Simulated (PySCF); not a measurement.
# CoSH: structure of the triplet

The task is one start of a wider search on CoSH: the triplet, from a PBE0 minimum start. It is relaxed, tested by its Hessian and followed downhill if it is a saddle.

Method: PBE0, basis Co def2-TZVP, S def2-TZVP, H def2-TZVP, no relativity, density fitting; program: PySCF 2.14.0.

**1. Where the work starts**

3 atoms, charge 0, spin multiplicity 3.

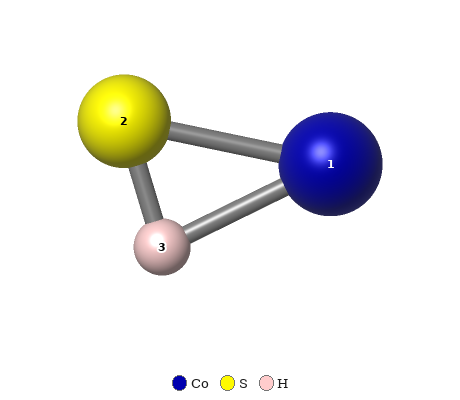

Start geometry, drawn with cobalt blue, sulfur yellow, hydrogen pink; atoms are numbered from 1 in the order of the file.

```xyz
3
charge 0 multiplicity 3
Co    0.6435    0.0000   -1.0208
S    -0.3964    0.0000    0.9403
H     0.9872    0.0000    0.9247
```

**2. Finding the electronic state**

One driver script runs all steps and calls PySCF; scf.py shows how it sets up the SCF of each step. The optimiser is the driver's own. After this first run the driver tries any further starts and a stability analysis.

scf.py

```python
from pyscf import gto, scf, dft
mol = gto.M(atom='''
Co     0.643534     0.000000    -1.020770
S     -0.396436     0.000000     0.940329
H      0.987216     0.000000     0.924653''',
    basis={'Co': 'def2-TZVP', 'S': 'def2-TZVP', 'H': 'def2-TZVP'},
    charge=0, spin=2)
mf = dft.UKS(mol, xc='PBE0')
mf.grids.atom_grid = (50, 194)
aux = {'Co': 'def2-universal-JKFIT', 'S': 'def2-universal-JKFIT', 'H': 'def2-universal-JKFIT'}
mf = mf.density_fit(auxbasis=aux)
mf.conv_tol = 1e-08
mf.diis_space = 10
mf.max_cycle = 60
mf.init_guess = 'minao'
mf.verbose = 4
mf.kernel()
```

Command:

```bash
$ OMP_NUM_THREADS=2 python axn.py task.json out
```

Log, shortened:

```text
[... the frontier levels of the middle cycles are left out ...]
init E= -1780.30387675184
[... the frontier-level lines of each cycle are left out ...]
cycle= 1 E= -1762.02846339406  delta_E= 18.3  |g|= 5.63  |ddm|= 9.62
cycle= 2 E= -1733.83354188429  delta_E= 28.2  |g|=   11  |ddm|= 13.4
cycle= 3 E= -1762.21558116013  delta_E= -28.4  |g|=    8  |ddm|= 7.22
cycle= 4 E= -1764.94126519597  delta_E= -2.73  |g|= 7.64  |ddm|= 1.05
cycle= 5 E= -1765.03399004082  delta_E= -0.0927  |g|= 7.51  |ddm|= 0.258
cycle= 6 E= -1770.62565226054  delta_E= -5.59  |g|= 6.44  |ddm|= 1.71
cycle= 7 E= -1770.0442550066  delta_E= 0.581  |g|=  6.2  |ddm|= 0.989
cycle= 8 E= -1775.04032388613  delta_E=   -5  |g|= 5.11  |ddm|= 2.46
cycle= 9 E= -1775.59667575826  delta_E= -0.556  |g|= 4.64  |ddm|= 0.571
cycle= 10 E= -1777.5573279982  delta_E= -1.96  |g|= 3.86  |ddm|= 1.11
cycle= 11 E= -1778.68782645913  delta_E= -1.13  |g|= 3.04  |ddm|= 0.453
cycle= 12 E= -1758.96679803709  delta_E= 19.7  |g|= 5.54  |ddm|= 9.89
cycle= 13 E= -1779.64058940618  delta_E= -20.7  |g|= 2.23  |ddm|= 9.88
cycle= 14 E= -1781.03304589165  delta_E= -1.39  |g|= 0.578  |ddm|= 0.864
[... 22 cycles left out ...]
cycle= 37 E= -1781.19548080526  delta_E= 3.57e-06  |g|= 0.00226  |ddm|= 0.0065
cycle= 38 E= -1781.19536898015  delta_E= 0.000112  |g|= 0.00324  |ddm|= 0.0879
cycle= 39 E= -1781.19537230442  delta_E= -3.32e-06  |g|= 0.00107  |ddm|= 0.0102
cycle= 40 E= -1781.19536713404  delta_E= 5.17e-06  |g|= 0.00101  |ddm|= 0.0122
cycle= 41 E= -1781.19536825651  delta_E= -1.12e-06  |g|= 0.000789  |ddm|= 0.0104
cycle= 42 E= -1781.19537157355  delta_E= -3.32e-06  |g|= 0.00105  |ddm|= 0.00725
cycle= 43 E= -1781.19536874665  delta_E= 2.83e-06  |g|= 0.000286  |ddm|= 0.0132
cycle= 44 E= -1781.1953683412  delta_E= 4.05e-07  |g|= 0.000353  |ddm|= 0.00478
cycle= 45 E= -1781.19536851029  delta_E= -1.69e-07  |g|= 0.000151  |ddm|= 0.00148
cycle= 46 E= -1781.1953684956  delta_E= 1.47e-08  |g|= 9.61e-05  |ddm|= 0.000889
cycle= 47 E= -1781.19536825728  delta_E= 2.38e-07  |g|= 0.000122  |ddm|= 0.00441
cycle= 48 E= -1781.19536827913  delta_E= -2.18e-08  |g|= 2.23e-05  |ddm|= 0.000594
cycle= 49 E= -1781.19536826176  delta_E= 1.74e-08  |g|= 1.35e-05  |ddm|= 0.000724
cycle= 50 E= -1781.19536825229  delta_E= 9.47e-09  |g|= 8.68e-06  |ddm|= 0.000598
Extra cycle  E= -1781.19536825278  delta_E= -4.89e-10  |g|= 7.86e-06  |ddm|= 3.79e-05
converged SCF energy = -1781.19536825278  <S^2> = 2.0252334  2S+1 = 3.0167754
```

This step, with its further starts and checks, needed 42 s of wall time on 2 threads of Arm Neoverse N1, shared host.

Energies from each starting density:

```csv
start,energy (Eh)
the minimal-basis guess,-1781.195368
a thermally smeared density,-1781.160012
a smeared PBE density,-1781.186422
```

This is not the lowest solution: one lies 7.9 kJ/mol lower, at -1781.19836 Eh, and the relaxation starts from that.

**3. Relaxation: PBE0 minimum start, triplet**

The program finds Cs symmetry in the start, which this walk keeps. The walk stops when the largest gradient is under 0.0003 Eh/bohr and the energy has settled too.

Changes to scf.py since step 2:

```diff
@@ -3,3 +3,3 @@
-Co     0.643534     0.000000    -1.020770
-S     -0.396436     0.000000     0.940329
-H      0.987216     0.000000     0.924653''',
+Co     0.357986     0.000000    -0.703502
+S     -0.681984     0.000000     1.257597
+H      0.701668     0.000000     1.241921''',
@@ -15 +14,0 @@
-mf.init_guess = 'minao'
```

Energy and gradient, step by step:

```csv
step,energy (Eh),change (kJ/mol),largest symmetric gradient (Eh/bohr)
0,-1781.198364,0.00,0.02208
1,-1781.201235,-7.54,0.01284
2,-1781.203592,-13.73,0.01647
3,-1781.204444,-15.96,0.01431
4,-1781.210746,-32.51,0.00620
5,-1781.210956,-33.06,0.00751
6,-1781.211133,-33.53,0.00118
7,-1781.211139,-33.54,0.00005
```

The walk took 55 s.

Positions (Å) and forces (eV/Å) along the way:

```
step 0
Co   0.358   0.000  -0.704  -0.717   0.000   0.471
S   -0.682   0.000   1.258   0.899  -0.002  -1.135
H    0.702   0.000   1.242  -0.182   0.002   0.664
step 1
Co   0.334   0.000  -0.701  -0.459   0.000   0.082
S   -0.664   0.000   1.223   0.499  -0.003  -0.659
H    0.708   0.000   1.274  -0.041   0.003   0.577
step 4
Co   0.208   0.000  -0.902  -0.167   0.000   0.243
S   -0.550   0.000   1.111   0.319   0.000  -0.305
H    0.720   0.000   1.586  -0.152   0.000   0.062
step 7
Co   0.184   0.000  -0.918   0.004   0.000  -0.002
S   -0.520   0.000   1.084  -0.004   0.000   0.000
H    0.713   0.000   1.630   0.000   0.000   0.002
```

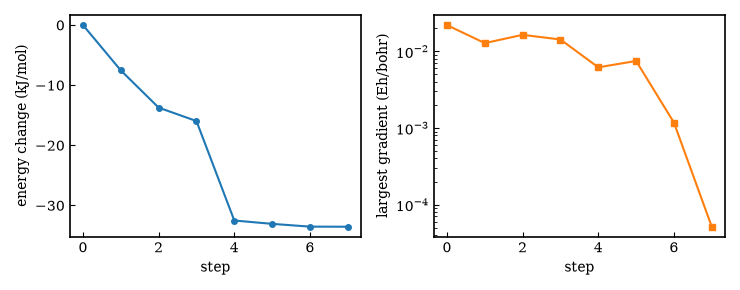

How energy and gradient fall.

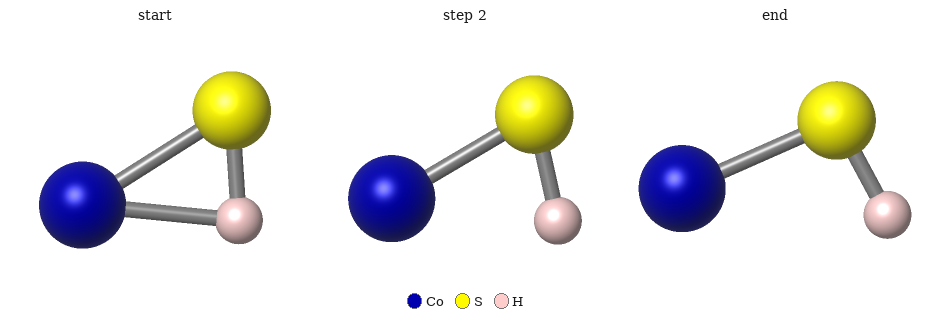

The geometry along the walk, at one scale.

It settles in Cs symmetry, 33.5 kJ/mol below the start, after 7 steps: Co–S 2.122 Å, S–H 1.349 Å; Co–S–H 94.5°.

**4. Is it a minimum? Harmonic modes**

On the finer grid the gradient is checked again; gradients at displacements of ±0.02 bohr then give force constants and infrared intensities.

Changes to scf.py since step 3:

```diff
@@ -3,3 +3,3 @@
-Co     0.357986     0.000000    -0.703502
-S     -0.681984     0.000000     1.257597
-H      0.701668     0.000000     1.241921''',
+Co     0.239189     0.000000    -0.724555
+S     -0.465152     0.000000     1.277653
+H      0.768243     0.000000     1.824523''',
@@ -9 +9 @@
-mf.grids.atom_grid = (50, 194)
+mf.grids.atom_grid = (75, 302)
@@ -12 +12 @@
-mf.conv_tol = 1e-08
+mf.conv_tol = 1e-10
```

The driver hands on the density of the step before, so the log starts near convergence.

Log of the central SCF (cycles and frontier levels):

```text
init E= -1781.21102015908
[... the frontier-level lines of each cycle are left out ...]
cycle= 1 E= -1781.21102015911  delta_E= -3.02e-11  |g|= 2.15e-06  |ddm|= 6.02e-06
Extra cycle  E= -1781.21102015912  delta_E= -1.16e-11  |g|= 3.64e-06  |ddm|= 6.04e-06
converged SCF energy = -1781.21102015912  <S^2> = 2.0299003  2S+1 = 3.0198677
```

The whole step took 91 s.

Geometry: Cs; Co–S 2.122 Å, S–H 1.349 Å; Co–S–H 94.5°.

Modes, for the most abundant isotopes:

| symmetry | ω (cm⁻¹) | IR (km/mol) | μ (u) |
| --- | --- | --- | --- |
| a' | 389 | 16.6 | 19.14 |
| a' | 558 | 4.7 | 1.07 |
| a' | 2660 | 1.9 | 1.04 |

No imaginary mode, so this is a minimum.

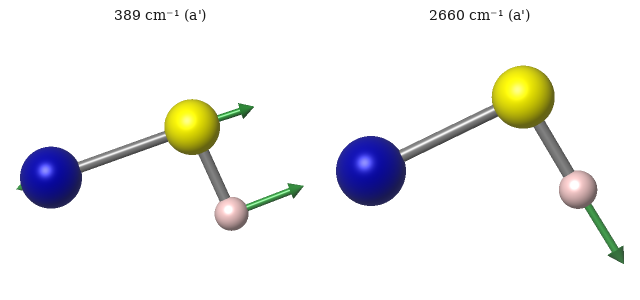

Displacements of 2 of the modes, as arrows (one member where a mode is degenerate).

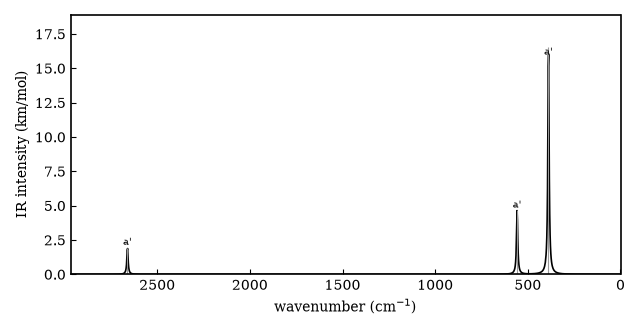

The harmonic infrared spectrum (widths in cm⁻¹). Lines are broadened to a width of 8 cm⁻¹ (Lorentzian).

Properties at this point:

- Dipole moment: 4.24 D
- Highest occupied level: -5.86 eV
- Lowest empty level: -2.51 eV
- Rotational constants: 9.573, 0.1763, 0.1731 cm⁻¹
- Zero-point energy: 21.6 kJ/mol
- Principal polarisabilities: 36.7, 37.9, 65.4 bohr³
- Atomisation energy without zero-point energy: 654 kJ/mol
- Principal traceless quadrupole moments about the centre of mass: -4.30, -0.39, 4.69 D Å
- Entropy at 298.15 K and 1 bar (electronic part: spin only): 269.7 J/(mol K)
- Heat capacity Cp at 298.15 K: 44.2 J/(mol K)
- Enthalpy at 298.15 K above 0 K: 11.24 kJ/mol
- Rotational symmetry number: 1
- Spin squared ⟨S²⟩: 2.030

Charges (e) and bond orders:

```json
{"atom": "Co1", "Mulliken": "0.39", "Löwdin": "0.03", "polar tensor": "0.49", "spin (Mulliken)": "1.98", "Mayer order to Co1": "–"}
{"atom": "S2", "Mulliken": "-0.54", "Löwdin": "-0.07", "polar tensor": "-0.51", "spin (Mulliken)": "0.03", "Mayer order to Co1": "1.15"}
{"atom": "H3", "Mulliken": "0.15", "Löwdin": "0.04", "polar tensor": "0.02", "spin (Mulliken)": "-0.01", "Mayer order to Co1": "0.02"}
```

Mulliken populations on Co1: s 6.64, p 12.13, d 7.85, f 0.00.

**5. Results**

| quantity | value |
| --- | --- |
| minimum | triplet, Cs |
| geometry | Co–S 2.122 Å, S–H 1.349 Å; Co–S–H 94.5° |
| wavenumbers (cm⁻¹) | 389 (a'), 558 (a'), 2660 (a') |
| dipole moment | 4.24 D |
| highest occupied, lowest empty level (either spin) | -5.86, -2.51 eV |
| polar-tensor charge of Co1 | +0.49 e |
| zero-point energy | 21.6 kJ/mol |
| entropy at 298.15 K | 269.7 J/(mol K) |
| atomisation energy (no zero-point energy) | 654 kJ/mol |
| ⟨S²⟩ | 2.030 |

In words: The molecule stays Cs, as typed, and the end point is a minimum. The strongest infrared band lies at 389 cm⁻¹ (a'). Most of the spin sits on Co1 (Mulliken spin 1.98, against 2 for the whole molecule). The first SCF alone would have been 8 kJ/mol too high. Other starts or spin states, not run here, may lie lower. Open d and f shells are described by one determinant, and the ground state may have another occupation or spin.

The search up to here took 3.1 min.
